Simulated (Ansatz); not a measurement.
# H₃O₃STa: what the fields show

The calculation's input:

```
crystal:
  periodic: [false, false, false]
  atoms:
    - {symbol: Ta, position_ang: [0.000209, 0.000005, 0.037061]}
    - {symbol: S, position_ang: [0.009502, -0.009188, 2.226569]}
    - {symbol: O, position_ang: [1.770088, 0.316038, -0.611118]}
    - {symbol: H, position_ang: [2.617688, 0.463261, -0.158752]}
    - {symbol: O, position_ang: [-1.160382, 1.380833, -0.594438]}
    - {symbol: H, position_ang: [-1.711262, 2.036433, -0.134608]}
    - {symbol: O, position_ang: [-0.617307, -1.689252, -0.609088]}
    - {symbol: H, position_ang: [-0.908526, -2.498129, -0.155616]}
basis:
  gaussian: {orbitals: def2-TZVP, initial_orbitals: start.molden}
hamiltonian: {xc: pbe0, dispersion: d4}
scf: {omitted_lower_state_checks: [starts]}
output: {orbitals: {seedname: orbitals}}
```

Launched as:

```sh
ansatz run in.yaml --threads 4 --pin off --events-out ev --progress --plain --max-ram 3916MiB
```

Geometry: PBE-D4/def2-SVP; core potentials replace the inner electrons of Ta.

Computed with RKS PBE0-D4/def2-TZVP (Ansatz).

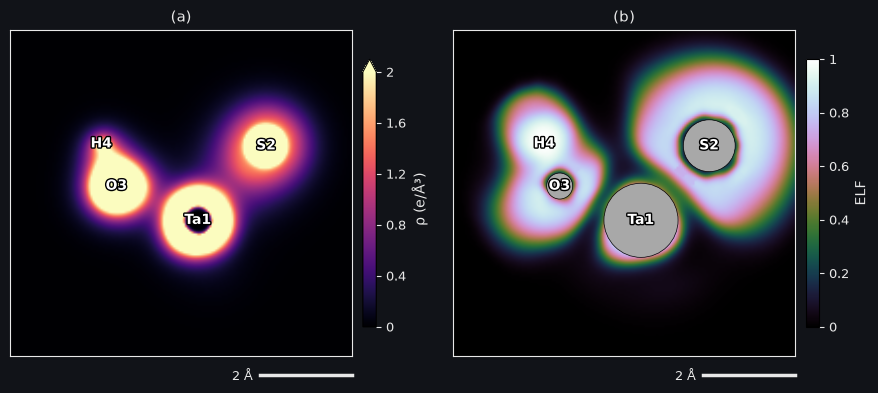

Figure 1. (a) electron density; (b) ELF on the plane of atoms S2, Ta1 and O3. Grey discs cover the atomic cores in the ELF map.

Describe what can be read from this map.

Atoms in the plane: Ta, S, O and H. Ta–O (1.91 Å): ρ at the midpoint is about 1 e/Å³; the ELF peaks at about 0.85 in the valence shell of O, 0.5 Å from its nucleus, and drops to about 0.25 between the two atoms. Ta–S (2.19 Å): ρ is about 0.91 e/Å³ halfway; the ELF peaks at about 0.75 in the valence shell of S, 0.9 Å from its nucleus, and is about 0.45 at the midpoint. O–H (0.97 Å): the density is about 3.7 e/Å³ at the midpoint; the ELF climbs to about 1 towards the hydrogen, as it does in any bond to H; a covalent bond by its length.

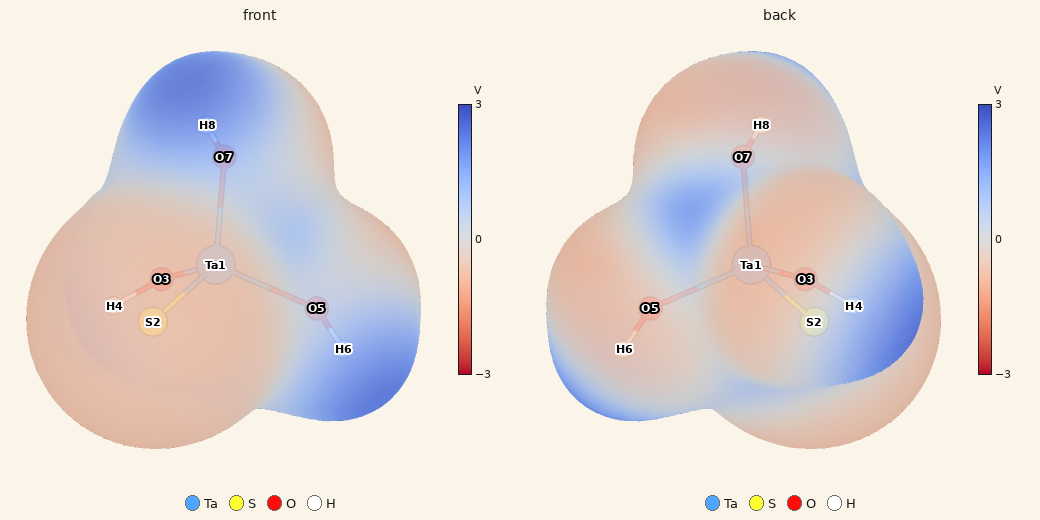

Figure 2. The molecular electrostatic potential painted on the density surface at 0.001 e/bohr³, seen from the front and from behind; red is negative and blue positive.

Which sites attract a positive test charge, and which a negative one?

A positive charge is drawn to the negative regions and a negative charge to the positive ones. The most negative region (about −0.8 V, or −18 kcal/mol for a unit charge) lies over O3, O5 and O7, the most positive (about +2.3 V, or +53 kcal/mol for a unit charge) over H4, H6 and H8.

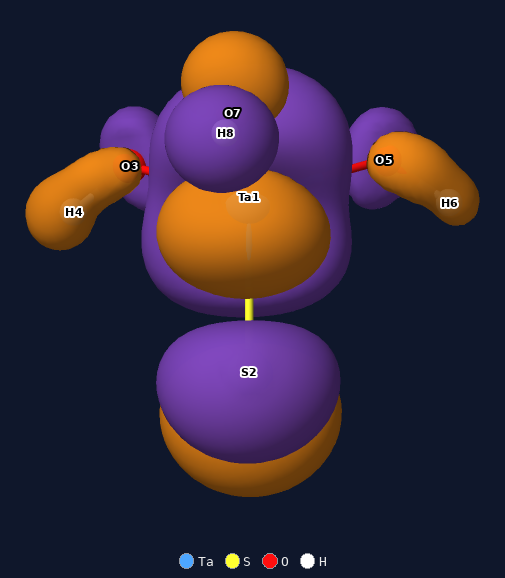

Figure 3. The LUMO at ±0.08 Å⁻³ᐟ² (orange and purple are the two phases), seen from one side.

Describe this orbital and give its energy.

By Hirshfeld shares it lies mainly on Ta1 (about 60 %) and S2 (about 25 %). It is one of a degenerate set, so its orientation is arbitrary. Its energy is −1.18 eV.
